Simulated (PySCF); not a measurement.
**Run report: C$_{6}$H$_{13}$P, NMR shielding calculation**

C$_{6}$H$_{13}$P, SMILES C[C@@H]1CCCCP1, computed with GIAO HSE06/pcSseg-1 NMR shielding, non-relativistic, IEF-PCM chloroform (PySCF 2.14.0).

The geometry comes from this level: GFN2-xTB. It belongs to a series of runs on one base structure; here: solvent chloroform; HSE06/pcSseg-1. Figures and captions count atoms from 1; the log counts them from 0 in places.

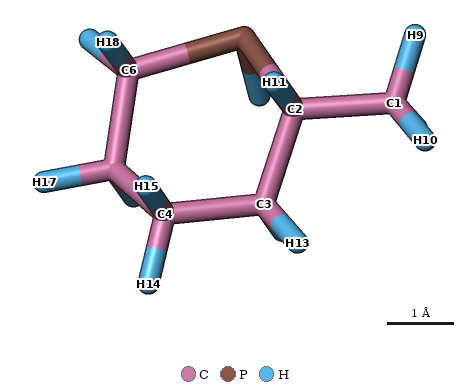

*The input geometry (stick view, seen at a tilt; atoms are numbered from 1 in the order of the input).*

Bond lengths as drawn: C–C 1.52 to 1.53 Å, C–H 1.09 to 1.10 Å, C–P 1.86 to 1.87 Å and H–P 1.41 Å.

**Input file**
```
{"job": {"kind": "nmr", "xc": "HSE06", "basis": "pcSseg-1", "solvent": "chloroform", "pop": true}, "charge": 0, "multiplicity": 1}
C     -2.541991    -0.094334     0.312796
C     -1.098819     0.352069     0.091436
C     -0.402756    -0.517786    -0.953165
C      1.013420    -0.048200    -1.272871
C      1.937416    -0.163788    -0.064965
C      1.495279     0.737510     1.081182
P     -0.204199     0.368574     1.733729
H     -2.572154    -1.121531     0.673378
H     -3.025948     0.540088     1.052977
H     -3.108158    -0.038044    -0.615735
H     -1.104008     1.393846    -0.257978
H     -0.368347    -1.551827    -0.597874
H     -0.999488    -0.506257    -1.870311
H      1.414025    -0.651116    -2.091365
H      0.984147     0.991380    -1.608664
H      1.957831    -1.202868     0.275057
H      2.954965     0.108460    -0.359143
H      1.495669     1.785315     0.763344
H      2.189332     0.653128     1.922714
H     -0.021366    -1.023940     1.782424
```

The first line tells a small driver script what to run in PySCF; the rest is the geometry in Å.

Hardware: 1 CPU thread, shared host.

Command:
```bash
OMP_NUM_THREADS=1 python <driver script> task.json out
```

**Output**
```
coarse grid: 16200 points
cycle   1  E = -577.2857189811  dE =  5.957e-01  |g| = 4.565e-01  |ddm| = 3.896e+00
cycle   2  E = -577.2524851419  dE =  3.323e-02  |g| = 5.839e-01  |ddm| = 1.016e+00
cycle   3  E = -577.3438834916  dE = -9.140e-02  |g| = 5.633e-02  |ddm| = 5.990e-01
cycle   4  E = -577.3445349063  dE = -6.514e-04  |g| = 2.470e-02  |ddm| = 8.155e-02
cycle   5  E = -577.3446743437  dE = -1.394e-04  |g| = 4.987e-03  |ddm| = 2.163e-02
cycle   6  E = -577.3446801641  dE = -5.820e-06  |g| = 1.119e-03  |ddm| = 5.647e-03
final grid: 149016 points
cycle   7  E = -577.3969916276  dE = -8.287e-05  |g| = 7.555e-03  |ddm| = 4.820e-02
cycle   8  E = -577.3969822397  dE =  9.388e-06  |g| = 9.434e-03  |ddm| = 1.483e-02
cycle   9  E = -577.3970054954  dE = -2.326e-05  |g| = 8.103e-04  |ddm| = 8.862e-03
cycle  10  E = -577.3970055946  dE = -9.916e-08  |g| = 3.197e-04  |ddm| = 1.116e-03
cycle  11  E = -577.3970056182  dE = -2.360e-08  |g| = 4.410e-05  |ddm| = 2.641e-04
cycle  12  E = -577.3970056186  dE = -4.466e-10  |g| = 1.348e-05  |ddm| = 5.875e-05
```

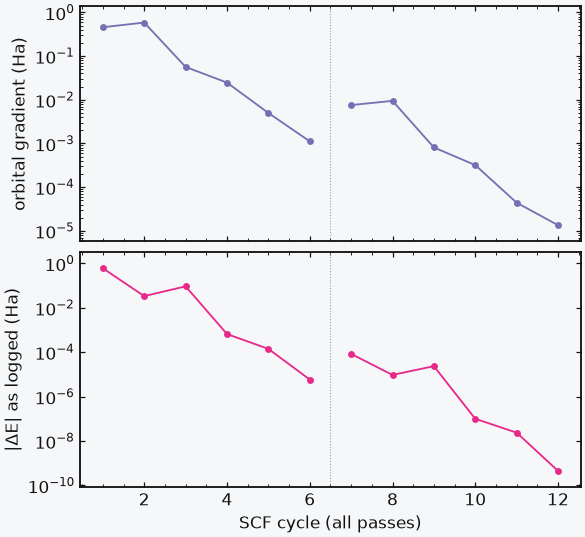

*Convergence of the self-consistent field: orbital gradient and size of the energy change against the SCF cycle. The dotted line marks the change from a coarse to the final integration grid.*

The first 6 cycles use a coarse grid, the final grid takes over at cycle 7, and the field converges after 12 cycles in all.

```
converged SCF energy = -577.3970056186

GIAO shielding tensors (ppm)
atom      isotropic    diamagn.    paramagn.     s11        s22        s33       span
  0 C      162.256     245.632     -83.376    141.865    156.391    188.512     46.647
  1 C      153.432     251.000     -97.568    142.624    152.251    165.421     22.798
  2 C      142.337     248.336    -105.999    128.895    143.397    154.720     25.825
  3 C      154.111     247.167     -93.056    150.085    156.032    156.217      6.131
  4 C      152.430     247.147     -94.716    141.122    152.435    163.734     22.613
  5 C      162.014     251.947     -89.933    150.527    165.883    169.631     19.104
  6 P      377.490     966.617    -589.128    351.709    370.022    410.738     59.029
  7 H       30.907      29.700       1.208     27.000     29.148     36.574      9.574
  8 H       30.396      28.704       1.691     25.718     28.175     37.295     11.577
  9 H       30.403      28.950       1.453     25.899     27.685     37.625     11.726
 10 H       30.336      33.035      -2.699     26.482     29.552     34.973      8.491
 11 H       30.513      32.572      -2.059     27.561     29.504     34.473      6.912
 12 H       29.545      31.951      -2.407     24.427     28.857     35.350     10.923
 13 H       29.751      30.203      -0.452     24.482     27.872     36.899     12.418
 14 H       30.321      31.630      -1.309     26.875     28.407     35.679      8.804
 15 H       30.361      30.963      -0.602     27.331     28.067     35.686      8.356
 16 H       29.504      29.315       0.190     24.432     27.505     36.576     12.145
 17 H       30.254      31.136      -0.882     26.593     28.103     36.066      9.472
 18 H       29.936      29.698       0.238     24.297     27.883     37.629     13.332
 19 H       28.864      31.285      -2.422     26.437     27.602     32.552      6.114
```

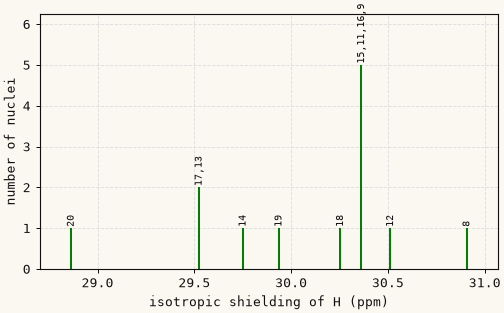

*Isotropic shieldings of the hydrogen nuclei in this fixed geometry, labelled by atom number; shielding grows to the right, so chemical shift grows to the left.*

The least shielded is H20 (28.9 ppm), the most shielded H8 (30.9 ppm).

**Summary**

```tsv
quantity	value
outcome	converged
total energy	−577.397006 hartree
HOMO	−6.26 eV
LUMO	0.81 eV
dipole moment	1.89 D
isotropic shielding, C	142.3 to 162.3 ppm
isotropic shielding, P	377.5 ppm
isotropic shielding, H	28.9 to 30.9 ppm
wall time	2 min
peak memory	1.2 GiB
```

**Remarks**

Settings chosen away from the usual ones: solvent chloroform; HSE06/pcSseg-1.
